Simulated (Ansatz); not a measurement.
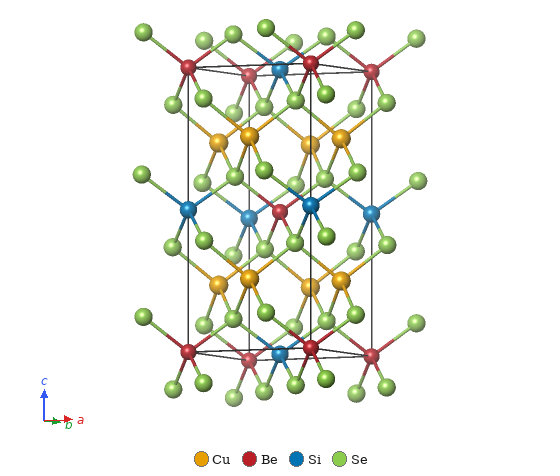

BeCu₂SiSe₄ (space group I-42m, No. 121): the end point of a relaxation with DFT, PBEsol, plane waves, PAW (Ansatz); the starting structure was generated, so it need not be a known form of this composition.

Bonds are taken as Be–Se below 2.5 Å, Cu–Se below 2.7 Å and Se–Si below 2.6 Å. Atoms with one bond or none are removed and atoms with two bonds are replaced by edges, until no such atom is left.

What kind of net remains, and which atoms are its nodes?

Answer. A uninodal 4-connected, three-periodic net: Cu, Be, Si and Se are 4-connected nodes.

Name the underlying net.

Answer. It is the dia net, known from diamond, zinc blende and cristobalite.

Is the net interpenetrated?

Answer. It is a single net, without interpenetration.

How many nodes does the smallest cycle have?

Answer. Six.

The simplified net, drawn on the atoms' positions. Nodes are coloured by element. Short stubs are edges that leave the cut-out.

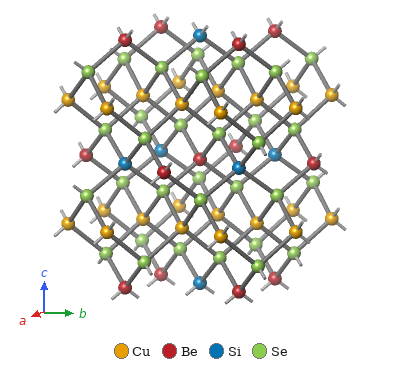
